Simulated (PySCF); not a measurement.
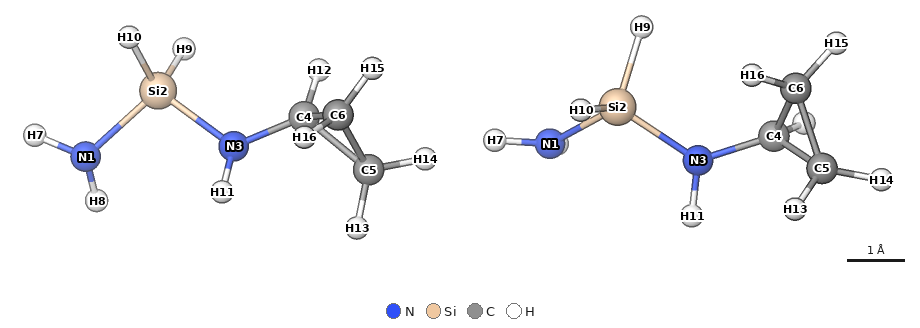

Two geometries of C3H10N2Si, drawn at one scale. One is the start of a relaxation, the other its converged end. A ball-and-stick model, seen from a free direction.

Theory: PBE0-D3(BJ)/def2-SVP geometry optimisation, gas phase (PySCF). 

**Which of the two is the end point?**

The right one is the relaxed one. The start comes from GFN2-xTB. Its atoms were then displaced at random by about 0.01 Å. The energy falls by 33.2 kJ/mol in 25 geometry steps. The atom that moves furthest after the best rigid fit is H10 (1.57 Å). By element the largest moves are H 1.57 Å, C 0.69 Å, Si 0.58 Å, N 0.41 Å. Among the contacts that change: N3–C4 1.378 → 1.423 Å, Si2–H10 1.463 → 1.502 Å, N1–H8 0.976 → 1.014 Å, C5–H13 1.064 → 1.093 Å. Among the angles between lasting bonds that change: Si2–N3–C4 122.3° → 127.3°, N1–Si2–N3 102.9° → 107.1°, Si2–N1–H7 115.8° → 120.0°. The run took 2.5 min on 1 thread of Intel(R) Xeon(R) 6975P-C (shared host).
